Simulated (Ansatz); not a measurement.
## Geometry relaxation, with input and output: SiNH5OF (part 2 of 2)

Continued. System: SiNH5OF, multiplicity 2. Method: UKS PBE0/def2-SVP (Ansatz 0.2.0). It belongs to a series of runs on one base structure; here: end point A relaxed.

Geometry of the input (Å):
```
Si 0.1716  -0.1499  0.1147
H  0.3737  -0.9178  1.3558
N  1.7040  0.0916  -0.5932
H  2.4201  -0.6254  -0.5803
H  1.8519  0.7597  -1.3413
H  -0.4999  1.1642  0.2671
F  -0.8537  -1.0595  -0.7752
O  -0.0993  0.2131  3.1964
H  -0.8710  -0.3830  3.2561
```

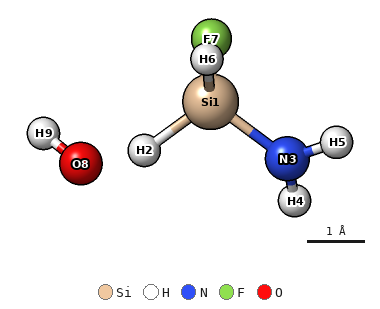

Figure 1. The geometry at step 5 of the log (ball-and-stick view, seen at a tilt; atoms are numbered from 1 in the order of the input).

**Output, continued**
```
relax step  35: F+E_penalty+E_count = -14196.50750484 eV  Δ(F+E_penalty+E_count) = -4.032e-3 eV  max|allowed force component| = 2.215e-1 eV/Å  Δτ_max = 0.1149 Å  (31 SCF iters, accepted)
relax step  36: F+E_penalty+E_count = -14196.50755834 eV  Δ(F+E_penalty+E_count) = -5.350e-5 eV  max|allowed force component| = 2.257e-1 eV/Å  Δτ_max = 0.0015 Å  (22 SCF iters, accepted)
relax step  37: F+E_penalty+E_count = -14196.50691593 eV  Δ(F+E_penalty+E_count) = +6.424e-4 eV  max|allowed force component| = 3.943e-1 eV/Å  Δτ_max = 0.0527 Å  (27 SCF iters, rejected (line search))
relax step  38: F+E_penalty+E_count = -14196.50967843 eV  Δ(F+E_penalty+E_count) = -2.120e-3 eV  max|allowed force component| = 1.667e-1 eV/Å  Δτ_max = 0.0264 Å  (27 SCF iters, accepted)
relax step  39: F+E_penalty+E_count = -14196.51157215 eV  Δ(F+E_penalty+E_count) = -1.894e-3 eV  max|allowed force component| = 7.140e-2 eV/Å  Δτ_max = 0.0575 Å  (28 SCF iters, accepted)
relax step  40: F+E_penalty+E_count = -14196.51214382 eV  Δ(F+E_penalty+E_count) = -5.717e-4 eV  max|allowed force component| = 4.079e-2 eV/Å  Δτ_max = 0.0220 Å  (28 SCF iters, accepted)
relax step  41: F+E_penalty+E_count = -14196.50938320 eV  Δ(F+E_penalty+E_count) = +2.761e-3 eV  max|allowed force component| = 1.528e-1 eV/Å  Δτ_max = 0.0538 Å  (28 SCF iters, rejected (line search))
the calculation of the forces begins
reference -14196.51258731 eV, -521.7122148418 hartree; 22, 21 occupied and 63, 64 virtual orbitals, 884 factors
relax step  42: F+E_penalty+E_count = -14196.51256178 eV  Δ(F+E_penalty+E_count) = -4.180e-4 eV  max|allowed force component| = 2.222e-2 eV/Å  Δτ_max = 0.0263 Å  (27 SCF iters, accepted)
884 factors; integrals over basis functions are off by at most 9.5e-4 eV
mean field evaluation 320: about -14196.5126 eV, gradient 7.3e-5 eV
mean field -14196.51256178 eV, -521.7122139036 hartree, gradient 7.3e-5 eV, S^2 0.752285; 1 other end points of the search recorded, 0 dependent functions left out
the calculation of the forces begins
reference -14196.51258731 eV, -521.7122148418 hartree; 22, 21 occupied and 63, 64 virtual orbitals, 884 factors
Total energy: -14196.51258731 eV, -521.7122148418 hartree
Atom 0 at    -0.197608    -0.490892    -0.252279 Å, force     0.006045     0.002573    -0.000376 eV/Å
Atom 1 at     0.261346    -0.844160     2.776689 Å, force     0.000775     0.009244    -0.004120 eV/Å
Atom 2 at     1.426597     0.076120    -0.372939 Å, force     0.004543    -0.010242    -0.022017 eV/Å
Atom 3 at     1.990744    -0.221250    -1.162246 Å, force    -0.006386     0.009449     0.015418 eV/Å
Atom 4 at     1.958503     0.156084     0.486713 Å, force    -0.003026    -0.004162    -0.001240 eV/Å
Atom 5 at    -1.135887     0.588719     0.228130 Å, force    -0.005155     0.002748     0.002562 eV/Å
Atom 6 at    -0.619988    -0.777784    -1.812474 Å, force     0.004740    -0.000616     0.005647 eV/Å
Atom 7 at     0.585712    -0.027259     2.380022 Å, force    -0.022096     0.013229     0.011296 eV/Å
Atom 8 at    -0.072119     0.633322     2.628583 Å, force     0.020561    -0.022223    -0.007170 eV/Å
Dipole moment:     0.147692    -0.041795     0.745276 e Å
```

**Trajectory as extended XYZ (Å, eV, eV/Å), 11 of the 42 frames kept, from step=1 to step=42**
```
9
Properties=species:S:1:pos:R:3:forces:R:3 step=1 energy=-14195.32162
Si    0.1716   -0.1499    0.1147   -0.0684   0.2352  -0.2713
H     0.3737   -0.9178    1.3558    0.0434  -0.1756   0.3344
N     1.7040    0.0916   -0.5932    0.0275  -0.0011  -0.0399
H     2.4201   -0.6254   -0.5803   -0.0221   0.0177  -0.0043
H     1.8519    0.7597   -1.3413   -0.0082  -0.0225   0.0355
H    -0.4999    1.1642    0.2671    0.0156  -0.0201   0.0030
F    -0.8537   -1.0595   -0.7752    0.0088  -0.0133  -0.0026
O    -0.0993    0.2131    3.1964   -0.0167  -0.0456  -0.0604
H    -0.8710   -0.3830    3.2561    0.0201   0.0253   0.0056
9
Properties=species:S:1:pos:R:3:forces:R:3 step=5 energy=-14195.34424
Si    0.1327   -0.1288    0.1570    0.0299  -0.0071  -0.0363
H     0.3256   -0.9042    1.4333   -0.0128   0.0074   0.0355
N     1.6794    0.0933   -0.5245   -0.0167   0.0032  -0.0022
H     2.3864   -0.6317   -0.5044   -0.0020   0.0039   0.0037
H     1.8489    0.7691   -1.2601   -0.0036   0.0027   0.0152
H    -0.5449    1.1823    0.2657   -0.0053  -0.0025  -0.0163
F    -0.8649   -1.0737   -0.7297    0.0015   0.0156   0.0346
O     0.0165    0.1601    2.9453    0.0019  -0.0409  -0.0249
H    -0.7825   -0.3735    3.1175    0.0071   0.0176  -0.0093
9
Properties=species:S:1:pos:R:3:forces:R:3 step=9 energy=-14195.35126 accepted=F
Si    0.0971   -0.1309    0.1865    0.0883  -0.0106  -0.1140
H     0.2755   -0.8991    1.5011   -0.0054   0.0265   0.1656
N     1.6502    0.0960   -0.4704   -0.0239   0.0240  -0.0303
H     2.3648   -0.6208   -0.4464    0.0037   0.0083   0.0037
H     1.8421    0.8116   -1.1624   -0.0039  -0.0260   0.0359
H    -0.5983    1.1729    0.2462   -0.0290   0.0187   0.0256
F    -0.8805   -1.1113   -0.6830   -0.0057   0.0104  -0.0063
O     0.2092   -0.0031    2.8170   -1.1830  -0.3418  -0.0513
H    -0.7628   -0.2223    2.9117    1.1589   0.2906  -0.0288
9
Properties=species:S:1:pos:R:3:forces:R:3 step=13 energy=-14195.45100
Si    0.0378   -0.1446    0.1747   -0.0824   0.2297  -0.3214
H     0.1713   -0.9109    1.5912    0.2100   0.2838   0.7327
N     1.6173    0.0864   -0.4077    0.0321   0.1953  -0.2065
H     2.3382   -0.6230   -0.3689   -0.0096   0.0031   0.0046
H     1.8679    0.8694   -1.0087   -0.0623  -0.1871   0.1690
H    -0.6803    1.1648    0.1936    0.0996  -0.1824   0.0207
F    -0.8984   -1.1364   -0.7305   -0.0223   0.0059  -0.1142
O     0.3546   -0.0943    2.5936   -1.4870  -0.4788  -0.0329
H    -0.6110   -0.1185    2.8629    1.3220   0.1306  -0.2520
9
Properties=species:S:1:pos:R:3:forces:R:3 step=17 energy=-14196.11322 accepted=F
Si   -0.0608   -0.2132   -0.0450   -0.1404   0.7564  -0.3276
H     0.2382   -1.1426    2.2997    0.3949   3.0205   1.3223
N     1.5713    0.0927   -0.4686    0.0178   0.0111  -0.1455
H     2.3026   -0.6070   -0.4340   -0.0303   0.0149  -0.0247
H     1.8712    0.9407   -0.9492   -0.1278  -0.2012   0.1790
H    -0.7152    1.1783    0.0160    0.1967  -0.6769   0.0617
F    -0.9074   -1.0449   -1.1906    0.1003   0.0609   0.0998
O     0.3889   -0.1815    2.7079    0.4226  -3.1522  -1.3914
H    -0.4914    0.0704    2.9640   -0.8338   0.1665   0.2264
9
Properties=species:S:1:pos:R:3:forces:R:3 step=21 energy=-14196.35092
Si   -0.0258   -0.2739   -0.1338   -0.0646   0.1378  -0.2682
H     0.3228   -1.0721    2.6573   -0.0370   0.0629   0.0341
N     1.5802    0.0584   -0.6125    0.1423   0.0289  -0.0195
H     2.2881   -0.6540   -0.7387   -0.0014   0.0391  -0.0151
H     1.9173    0.9925   -0.8290   -0.0642  -0.1338   0.0936
H    -0.6745    1.0513    0.1032   -0.0140   0.0114   0.1083
F    -0.8902   -0.9506   -1.3597    0.0036  -0.0877   0.0968
O     0.3079   -0.1237    2.8381   -0.0032  -0.0158  -0.0159
H    -0.6286    0.0649    2.9751    0.0384  -0.0427  -0.0140
9
Properties=species:S:1:pos:R:3:forces:R:3 step=26 energy=-14196.38069
Si   -0.0883   -0.3258   -0.1975   -0.0601  -0.0377   0.0095
H     0.4123   -1.0082    2.6844    0.0279   0.1697   0.0107
N     1.5294    0.0362   -0.6304    0.1222   0.2324  -0.0463
H     2.2365   -0.6537   -0.8543   -0.0407   0.0099   0.0208
H     1.9309    0.9423   -0.3928   -0.0788  -0.2536  -0.0142
H    -0.7246    0.9899    0.1188   -0.0333   0.0318   0.0212
F    -0.9063   -0.9645   -1.4705    0.0798   0.0069   0.0171
O     0.3768   -0.0445    2.7666   -0.1307  -0.1740  -0.0127
H    -0.5693    0.1212    2.8759    0.1138   0.0146  -0.0060
9
Properties=species:S:1:pos:R:3:forces:R:3 step=30 energy=-14196.44956
Si   -0.2335   -0.4029   -0.2792   -0.0996   0.1346  -0.1668
H     0.6532   -0.8496    2.5599    0.0411   0.2487  -0.0383
N     1.4252    0.0272   -0.4703    0.4598   0.2453   0.3807
H     2.1056   -0.6271   -0.8520   -0.1223   0.1278   0.0456
H     1.8389    0.6056    0.2780   -0.3226  -0.4684  -0.4582
H    -0.9488    0.8613    0.0995   -0.0776  -0.0451   0.0313
F    -0.7966   -0.8546   -1.7578    0.1312  -0.0016   0.1772
O     0.5216    0.1076    2.4794   -0.1926  -0.3157   0.1192
H    -0.3683    0.2255    2.8428    0.1826   0.0744  -0.0908
9
Properties=species:S:1:pos:R:3:forces:R:3 step=34 energy=-14196.50347
Si   -0.2330   -0.4787   -0.3313   -0.0246   0.0691  -0.0616
H     0.4255   -0.8616    2.7758    0.0381   0.2306  -0.0794
N     1.3981    0.0809   -0.4101    0.0947  -0.0450   0.1120
H     2.0509   -0.3550   -1.0560   -0.0611   0.0335   0.0365
H     1.8219    0.2542    0.5022   -0.0626  -0.0232  -0.1477
H    -1.1103    0.6429    0.1781    0.0083  -0.0674  -0.0180
F    -0.6783   -0.7692   -1.8840    0.0484   0.0259   0.1030
O     0.6559    0.0277    2.4690   -0.1300  -0.1605   0.0606
H    -0.1335    0.5519    2.6565    0.0889  -0.0630  -0.0054
9
Properties=species:S:1:pos:R:3:forces:R:3 step=38 energy=-14196.50968
Si   -0.2145   -0.4977   -0.3072   -0.0020   0.0754   0.1667
H     0.3183   -0.8425    2.8148   -0.0039  -0.0390  -0.0016
N     1.4085    0.0798   -0.3940   -0.0037  -0.0079   0.0057
H     2.0238   -0.2703   -1.1206    0.0022   0.0030   0.0047
H     1.8804    0.1991    0.4974    0.0120  -0.0137  -0.0221
H    -1.1298    0.5897    0.2089    0.0099  -0.0496  -0.0236
F    -0.6431   -0.7634   -1.8633   -0.0181  -0.0130  -0.1172
O     0.6151   -0.0212    2.4083    0.0090   0.0290  -0.0072
H    -0.0614    0.6192    2.6558   -0.0054   0.0158  -0.0054
9
Properties=species:S:1:pos:R:3:forces:R:3 step=42 energy=-14196.51256
Si   -0.1976   -0.4909   -0.2523    0.0060   0.0026  -0.0004
H     0.2613   -0.8442    2.7767    0.0008   0.0092  -0.0041
N     1.4266    0.0761   -0.3729    0.0045  -0.0102  -0.0220
H     1.9907   -0.2213   -1.1622   -0.0064   0.0094   0.0154
H     1.9585    0.1561    0.4867   -0.0030  -0.0042  -0.0012
H    -1.1359    0.5887    0.2281   -0.0052   0.0027   0.0026
F    -0.6200   -0.7778   -1.8125    0.0047  -0.0006   0.0056
O     0.5857   -0.0273    2.3800   -0.0221   0.0132   0.0113
H    -0.0721    0.6333    2.6286    0.0206  -0.0222  -0.0072
```

**Summary**

| quantity | value |
| --- | --- |
| outcome | converged |
| total energy | −14196.5126 eV |
| mean-field energy | −14196.5126 eV |
| ⟨S²⟩ | 0.752 |
| largest force (length of the vector) at the end | 0.031 eV/Å |
| hardware | 2 threads of Arm Neoverse V2, 24 GiB of memory available, shared host |
| wall time | 2 min (CPU time 3.9 min) |
| peak memory | 0.23 GiB |
